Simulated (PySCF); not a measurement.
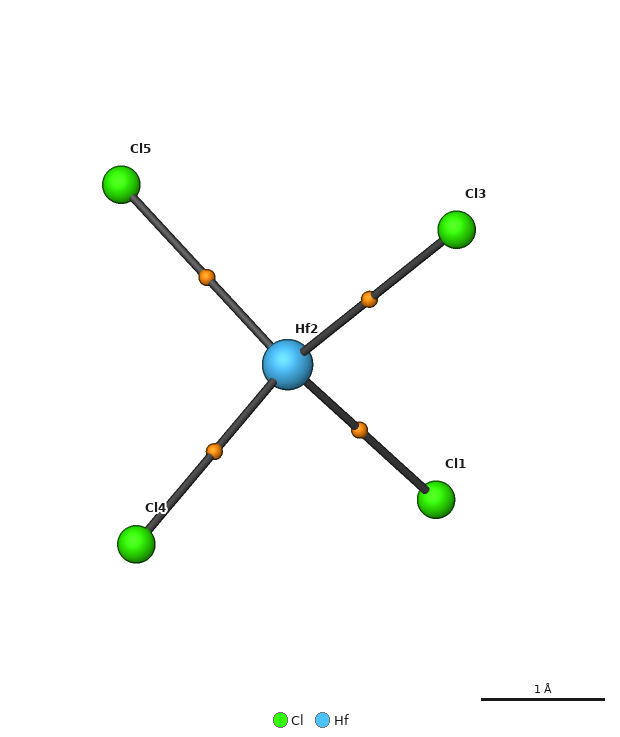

*Cl4Hf, SMILES `Cl[Hf](Cl)(Cl)Cl`. Molecular graph of the electron density (QTAIM): bond paths, bond critical points (orange), ring points (yellow, if any); weak paths are dashed.*

PySCF calculation, PBE0/def2-SVP, gas phase; geometry: GFN2-xTB. Core potentials replace the inner electrons of Hf; spin–orbit coupling isn't included. This is a single-reference result, which may miss multireference character in this system. No frequency check shows the geometry to be a minimum. GFN2-xTB bond lengths at metals and heavier atoms can be off by up to 0.1 Å and shapes distorted, which carries into these values.

### How many critical points of each kind are there, and does the count close?

5 nuclei, 4 bond, 0 ring and 0 cage critical points: 5 − 4 + 0 − 0 = 1, as the Poincaré–Hopf relation requires.

### What does the calculation give at each kind of bond critical point?

```tsv
bond	length (Å)	ρ (a.u.)	∇²ρ (a.u.)	ε	H (a.u.)
Hf2–Cl3 (4 alike)	2.244	0.103	+0.30	0.00	−0.029
```

### What kind of interaction is Hf2–Cl3?

Polar or intermediate (positive Laplacian, negative energy density H): ρ = 0.103, ∇²ρ = +0.30, H = −0.029 a.u.
